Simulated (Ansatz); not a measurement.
Effect of Pb on a S site, symmetric start on hypothetical P6_3/mmc SnS2

The parent structure is a 12-atom supercell of SnS2 in the 2H-MoS2 type structure (space group P6_3/mmc, No. 194; a = 3.5613 Å, c = 11.1486 Å; a hypothetical phase, not in the database extracts checked; layered, stacked along the Cartesian z axis) at its relaxed geometry.

Now apply this change: a neutral Pb on a S site, symmetric start, atoms relaxed at fixed cell.

All numbers come from PBEsol-D3(BJ) (Ansatz, a first-principles code; PAW; 420 eV plane waves; no spin-orbit coupling). Settings: 6×10×3 k-points, 0.05 eV Fermi–Dirac smearing.

| quantity | base | changed | shift |
|---|---|---|---|
| energy gained by relaxation | – | 2.65 eV | – |
| largest displacement of a host atom from its site in the perfect cell | – | 1.19 Å | – |
| shift of the substituted atom off its lattice site | – | 0.61 Å | – |

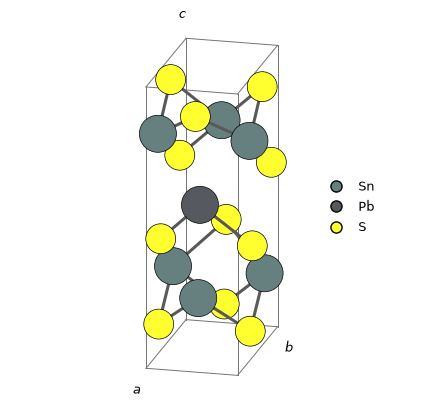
*The relaxed cell after the change*

The cell is small, so the values are those of an ordered compound at a high defect concentration; dilute-limit values will differ. The defect started on the symmetric site and kept its symmetry, so it may sit on a saddle. All final runs are without spin polarisation. The defect cell is not spin-polarised.
